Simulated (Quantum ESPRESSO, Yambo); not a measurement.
# BaAlGeH (P3m1): G0W0 with Yambo, start to end, part 3 of 3

Wanted: ground state, empty states, screening and self-energy for BaAlGeH (P3m1).

Quantum ESPRESSO 7.5 and Yambo 5.3.0; PBEsol and many-body steps on it, plane waves. Known limits of the many-body steps: not at the basis limit; exchange with frozen shells missing; coarse k mesh.

So far. Step 3 (Bands along the symmetry lines): The gap is 0.701 eV, −0.054 eV from the run before at this level. Step 4 (Empty states on the mesh, 3×3×4 mesh, 162 bands): On this mesh the gap is 0.892 eV. The earlier step found 0.755 eV, so this mesh misses an edge.

## (6) Screening and self-energy, 3×3×4 mesh, 162 bands, screening to 88.4 eV

G0W0 replaces the xc potential by the self-energy, built once from these orbitals. Only a window of levels is corrected, while the sums run over the empty bands that the input names.

This step: G0W0 on PBEsol with spin-orbit coupling, plane waves, norm-conserving pseudopotentials.

Contents of gw4.in:

```
HF_and_locXC
gw0
dyson
ppa
em1d
rim_cut
RandQpts= 1000000
RandGvec= 1 RL
EXXRLvcs= 70 Ry
VXCRLvcs= 280 Ry
Chimod= "HARTREE"
% BndsRnXp
 1 | 162 |
%
NGsBlkXp= 6.5 Ry
% LongDrXp
 1 | 1 | 1 |
%
% GbndRnge
 1 | 162 |
%
DysSolver= "n"
ExtendOut
PPAPntXp= 27.21138 eV
% QPkrange
 3 | 3 | 25 | 32 |
 10 | 10 | 25 | 32 |
 1 | 1 | 25 | 32 |
%
```

Command:

```bash
OMP_NUM_THREADS=1 mpirun -n 4 yambo -F gw4.in -J gw4 -C gw4 > gw4.log
```

Log:

```text
 Yambo, version 5.3.0

 [02] CORE Variables Setup
 =========================

  [... cell, symmetries and grids as in the set-up ...]

  [02.05] Energies & Occupations
  ==============================

  [X] === General ===
  [X] Electronic Temperature                        :  0.000000  0.000000 [eV K]
  [X] Bosonic    Temperature                        :  0.000000  0.000000 [eV K]
  [X] Finite Temperature mode                       : no
  [X] El. density                                   :  0.32835E+24 [cm-3]
  [X] Fermi Level                                   :  7.894789 [eV]

  [X] === Gaps and Widths ===
  [X] Conduction Band Min                           :  0.891553 [eV]
  [X] Valence Band Max                              :  0.000000 [eV]
  [X] Filled Bands                                  :  28
  [X] Empty Bands                                   :   29  162
  [X] Direct Gap                                    :  1.293411 [eV]
  [X] Direct Gap localized at k                     :  10
  [X] Indirect Gap                                  :  0.891553 [eV]
  [X] Indirect Gap between kpts                     :   3  10
  [X] Last valence band width                       :  0.947096 [eV]
  [X] 1st conduction band width                     :  2.220159 [eV]

 [03] Transferred momenta grid and indexing
 ==========================================

 IBZ Q-points                                      :  10
 BZ  Q-points                                      :   36

 K/Q-points units:
 rlu = crystal or reduced units; cc = cartesian coordinates; iku = interal k-units

 Q [ 1]         [rlu]:  0.000000  0.000000  0.000000
 Q [ 2]         [rlu]:  0.000000  0.000000  0.250000
 Q [ 3]         [rlu]:  0.000000  0.000000 -0.500000
 Q [ 4]         [rlu]: -0.50022E-17  0.33333       0.0000
 Q [ 5]         [rlu]: -0.50022E-17  0.33333      0.25000
 Q [ 6]         [rlu]: -0.50022E-17  0.33333     -0.50000
 Q [ 7]         [rlu]:  0.333333  0.333333  0.000000
 Q [ 8]         [rlu]:  0.333333  0.333333  0.250000
 Q [ 9]         [rlu]:  0.333333  0.333333 -0.500000
 Q [10]         [rlu]:  0.50022E-17 -0.33333      0.25000

 [04] Coloumb potential Random Integration (RIM)
 ===============================================

  [04.01] RIM initialization
  ==========================

  * Diagonal components only detected *

  8 x (sBL volume)        :  0.095788 [a.u.]
  sBZ random points       :  1000000
  Points outside the sBZ  :   7994252
  RL volume               :  0.431045 [a.u.]
  Integrated volume       :  0.431355 [a.u.]

  [04.02] RIM integrals
  =====================

  Gamma point sphere radius             :  0.082995 [a.u.]
  Points outside the sphere             :   799854
  [Int_sBZ(q=0) 1/q^2]*(Vol_sBZ)^(-1/3) =:  7.456237
                                 should be <:  7.795600

  Summary of Coulomb integrals for non-metallic bands |Q|[au] RIM/Bare

  Q [1] 0.100000E-4 0.956467 * Q [2] 0.159360 0.799776
  Q [4] 0.294547 1.126168 * Q [3] 0.318719 0.944839
  Q [5] 0.334894 1.062290 * Q [10] 0.334894 1.062718
  Q [6] 0.433982 1.009440 * Q [7] 0.510171 1.040563
  Q [8] 0.534481 1.031671 * Q [9] 0.601545 1.016757

 [05] Dipoles
 ============

  [05.01] Setup: observables and procedures
  =========================================

  [WARNING] [x,Vnl] slows the Dipoles computation. To neglect it rename the ns.kb_pp file

 [06] Dynamic Dielectric Matrix (PPA)
 ====================================

 [WR./gw4//ndb.pp]---------------------------------------------------------------
  Brillouin Zone Q/K grids (IBZ/BZ)                :   10   36   10   36
  RL vectors                                       :   6909 [WF]
  Coulomb cutoff potential                         : none
  Electronic Temperature                           :  0.000000 [K]
  Bosonic    Temperature                           :  0.000000 [K]
  PPA    diel. fun.  energies                      : Perdew, Burke & Ernzerhof SOL(X)+Perdew, Burke & Ernzerhof SOL(C)
  wavefunctions                                    : Perdew, Burke & Ernzerhof SOL(X)+Perdew, Burke & Ernzerhof SOL(C)
  Global Gauge                                     : length
  X matrix size                                    :  159
  X band range                                     :    1  162
  X e/h energy range                               : -1.000000 -1.000000 [eV]
  X Time ordering                                  : R
  X Hxc Kernel                                     : HARTREE
  X Drude frequency                                :  0.000000  0.000000
  X poles                                          :  100.0000 [o/o]
  RL vectors in the sum                            :   6909
  [r,Vnl] included                                 : yes
  Field direction                                  :  0.577350E-5  0.577350E-5  0.577350E-5
  BZ energy Double Grid                            : no
  BZ energy DbGd points                            : 0
  BZ Q point size factor                           : -1.000000
  X Optical Averaged directions                    : none

 [07] Local Exchange-Correlation + Non-Local Fock
 ================================================

 [VXC] Plane waves :   45473
 [EXS] Plane waves :   5667

 QP @ state[ 1 ] K range:  1  1
 QP @ state[ 1 ] b range:   25   32
 QP @ state[ 2 ] K range:  3  3
 QP @ state[ 2 ] b range:   25   32
 QP @ state[ 3 ] K range:  10  10
 QP @ state[ 3 ] b range:   25   32

 [xc] Functional : Perdew, Burke & Ernzerhof SOL(X)+Perdew, Burke & Ernzerhof SOL(C)
 [xc] LIBXC used to calculate xc functional
  PP Number of Atomic Species                      :   4
  NLCC RL compoments                               :   45473
  PP Number of Atomic Species                      :   4
  NLCC RL compoments                               :   45473

 [xc] E_xc :  -14.59980 [Ha]
      E_xc :  -29.19960 [Ry]

  Local XC kind (lXC) : Perdew, Burke & Ernzerhof SOL(X)+Perdew, Burke & Ernzerhof SOL(C)
  Non-Local XC kind (nlXC) : Hartree-Fock

  Corrections @ K [1] :  [eV]
 <25|nlXC|25> = -12.45816  0.25126E-17 <25|lXC|25> = -10.63781  0.23602E-16
 <26|nlXC|26> = -12.45818  0.32816E-17 <26|lXC|26> = -10.63782  0.17702E-16
 <27|nlXC|27> = -12.35766 -0.78147E-17 <27|lXC|27> = -10.60031  0.33190E-17
 <28|nlXC|28> = -12.35763 -0.39256E-17 <28|lXC|28> = -10.60031  0.14025E-16
 <29|nlXC|29> = -6.349125 -0.45843E-18 <29|lXC|29> = -10.03945 -0.18882E-15
 <30|nlXC|30> = -6.349113 -0.25334E-17 <30|lXC|30> = -10.03945  0.94408E-16
 <31|nlXC|31> = -5.610134 -0.56645E-18 <31|lXC|31> = -9.881106  0.11847E-16
 <32|nlXC|32> = -5.610147  0.23492E-17 <32|lXC|32> = -9.881106 -0.18439E-18

  Corrections @ K [3] :  [eV]
 <25|nlXC|25> = -12.89217 -0.53038E-17 <25|lXC|25> = -11.00419 -0.88047E-17
 <26|nlXC|26> = -12.89213  0.65737E-17 <26|lXC|26> = -11.00419  0.23510E-17
[...]
Corrections @ K [10] :  [eV]
[...]
<28|nlXC|28> = -11.43862  0.85748E-17 <28|lXC|28> = -10.10022  0.11801E-16
 <29|nlXC|29> = -5.477282  0.11869E-17 <29|lXC|29> = -9.123768 -0.47204E-16
 <30|nlXC|30> = -5.521205 -0.55437E-18 <30|lXC|30> = -9.144928  0.000000
 <31|nlXC|31> = -5.360383 -0.24910E-17 <31|lXC|31> = -9.514015  0.23602E-16
 <32|nlXC|32> = -5.336515 -0.19434E-17 <32|lXC|32> = -9.497165  0.23602E-16

  [07.01] Hartree-Fock occupations report
  =======================================

  [Hartree-Fock] === General ===
  [Hartree-Fock] Electronic Temperature             :  0.000000  0.000000 [eV K]
  [Hartree-Fock] Bosonic    Temperature             :  0.000000  0.000000 [eV K]
  [Hartree-Fock] Finite Temperature mode            : no
  [Hartree-Fock] El. density                        :  0.32835E+24 [cm-3]
  [Hartree-Fock] Fermi Level                        :  7.894789 [eV]

  [Hartree-Fock] === Gaps and Widths ===
  [Hartree-Fock] Conduction Band Min                :  1.157726 [eV]
  [Hartree-Fock] Valence Band Max                   : -0.238445 [eV]
  [Hartree-Fock] Filled Bands                       :  28
  [Hartree-Fock] Empty Bands                        :   29  162
  [Hartree-Fock] Direct Gap                         :  1.506382 [eV]
  [Hartree-Fock] Direct Gap localized at k          :  2
  [Hartree-Fock] Indirect Gap                       :  1.396170 [eV]
  [Hartree-Fock] Indirect Gap between kpts          :   2   4
  [Hartree-Fock] Last valence band width            :  1.931941 [eV]
  [Hartree-Fock] 1st conduction band width          :  3.873519 [eV]

 [08] Dyson equation: Newton solver
 ==================================

  [08.01] G0W0 (W PPA)
  ====================

  [  GW  ] Bands range     :    1  162
  [GW/PPA] G damping       :  0.100000 [eV]

  QP @ state[ 1 ] K range:  1  1
  QP @ state[ 1 ] b range:   25   32
  QP @ state[ 2 ] K range:  3  3
  QP @ state[ 2 ] b range:   25   32
  QP @ state[ 3 ] K range:  10  10
  QP @ state[ 3 ] b range:   25   32

   Sc/G bands                                       :    1  162
   Sc/G damping                                     :  0.100000 ev
   Sc bands terminator                              : no
   Sx RL components                                 :   5667

   QP @ state[ 1 ] K range                          :  1  1
   QP @ state[ 1 ] b range                          :   25   32
   QP @ state[ 2 ] K range                          :  3  3
   QP @ state[ 2 ] b range                          :   25   32
   QP @ state[ 3 ] K range                          :  10  10
   QP @ state[ 3 ] b range                          :   25   32
   GF energies kind                                 : Perdew, Burke & Ernzerhof SOL(X)+Perdew, Burke & Ernzerhof SOL(C)
   GF WF`s kind                                     : Perdew, Burke & Ernzerhof SOL(X)+Perdew, Burke & Ernzerhof SOL(C)
   Xs energies kind                                 : Perdew, Burke & Ernzerhof SOL(X)+Perdew, Burke & Ernzerhof SOL(C)
   Xs WF`s kind                                     : Perdew, Burke & Ernzerhof SOL(X)+Perdew, Burke & Ernzerhof SOL(C)

 [11] Game Over & Game summary
```

It took 3.6 min on 4 MPI ranks of Arm Neoverse V1, shared host; peak memory 3.7 GiB; 14 min of CPU time.

This step gave:

* G0W0 gap on the points computed: 1.442 eV
* starting gap on the mesh: 0.8916 eV
* k of the valence top: 0, 0, -0.5
* k of the conduction bottom: 0, -0.3333, 0.25
* least direct G0W0 gap on the computed points: 1.810 eV
* Z at the valence top: 0.7817
* Z at the conduction bottom: 0.7926

The gap on the mesh goes from 0.89 eV to 1.44 eV, a correction of +0.55 eV. The start differs from the 0.76 eV found before because the two sample other k points.

Limits: finite bands, cutoff and mesh; exchange with frozen shells missing; coarse k mesh. v1 is the top filled band, c1 the lowest empty one. The levels before and after the correction (eV, zero at the valence-band top of each column):

```
           conduction bottom  valence top
Kohn-Sham               0.89         0.00
     G0W0               1.44         0.00
```

```
                        level  energy (eV)
Kohn-Sham       (0 0 -0.5) v3       -0.018
Kohn-Sham    (0 0 -0.5) v2-v1        0.000
Kohn-Sham    (0 0 -0.5) c1-c2        1.317
Kohn-Sham       (0 0 -0.5) c3        1.901
Kohn-Sham  (0 -0.333 0.25) v3       -1.166
Kohn-Sham  (0 -0.333 0.25) v2       -0.437
Kohn-Sham  (0 -0.333 0.25) v1       -0.402
Kohn-Sham  (0 -0.333 0.25) c1        0.892
Kohn-Sham  (0 -0.333 0.25) c2        0.916
Kohn-Sham  (0 -0.333 0.25) c3        2.430
     G0W0       (0 0 -0.5) v3       -0.143
     G0W0    (0 0 -0.5) v2-v1        0.000
     G0W0    (0 0 -0.5) c1-c2        1.854
     G0W0       (0 0 -0.5) c3        2.599
     G0W0  (0 -0.333 0.25) v3       -1.281
     G0W0  (0 -0.333 0.25) v2       -0.412
     G0W0  (0 -0.333 0.25) v1       -0.367
     G0W0  (0 -0.333 0.25) c1        1.442
     G0W0  (0 -0.333 0.25) c2        1.459
     G0W0  (0 -0.333 0.25) c3        3.065
```

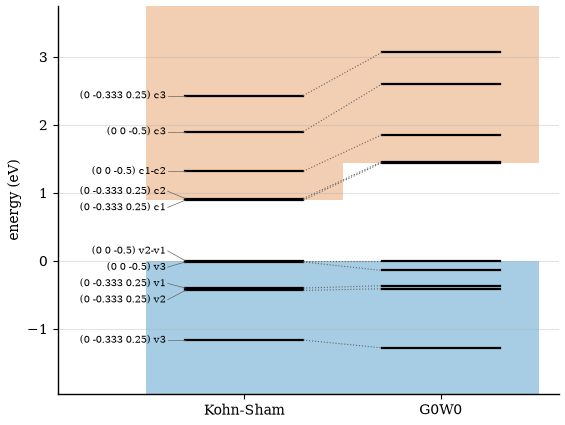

Levels before and after the correction. Shaded: valence and conduction bands.

## (7) Where the time went

Times are wall times on the hardware named with each run, good to a factor of about two.

```
                          step     time  share  memory (GiB)
                  ground state     65 s   15 %          0.73
bands along the symmetry lines     68 s   16 %          0.45
      empty states on the mesh     70 s   17 %          0.88
         conversion and set-up    4.5 s    1 %          0.24
     screening and self-energy  3.6 min   51 %           3.7
```

## (8) Outcome

```
PBEsol gap                           : 0.70 eV, indirect
G0W0 gap on the mesh                 : 1.44 eV
G0W0 gap over the zone (rigid shift) : 1.25 eV
GW settings                          : 3×3×4 mesh, 162 bands, screening to 88.4 eV, Godby-Needs plasmon pole
known limits                         : not at the basis limit; exchange with frozen shells missing; coarse k mesh
```

**Reading.** G0W0 moves the gap on the mesh from 0.89 eV to 1.44 eV (+0.55 eV), with Z of 0.78 and 0.79 at the edges. The mesh misses the band edges by 0.19 eV in all; a rigid shift gives 1.25 eV for the zone. Only 3 of the mesh's irreducible points were corrected, so a valley elsewhere could overtake. The dearest step here is «screening and self-energy». Bands and cutoff are finite, so the gap is not at the basis limit. The miss can reach some tenths of an eV and take either sign; the mesh is an error of its own. In the G0W0 run levels were corrected at 3 k points alone, so a gap called «on the mesh» is the least over those, and an edge elsewhere would be missed. A denser mesh or path gives a starting gap of 0.70 eV: the GW mesh misses a band edge, so its gaps are not the fundamental one. The 3×3×4 mesh is coarse for this cell, which bears on the long-range parts of exchange and screening. The norm-conserving file of at least one element keeps a d shell over frozen s and p shells of the same row. Exchange with those shells is missing from the self-energy, an error of 0.3 to 0.9 eV in cases checked, whose sign depends on which edge lies on those atoms.

[Paths, hosts, dates, memory and timing lines, banners, echoed tables and standing remarks are left out of the program output.]

[Logs are printed without paths, hosts, clocks, repeated set-up lines and the standing remarks that a program may print on its own settings, such as how far it seeks lower states.]

[Runs of the session that timed out or met a known fault of the program may be left out.]

[Hosts, paths, dates, database ids (printed as entryN), source tags and the programs' standing remarks are cut or masked in the printed files.]
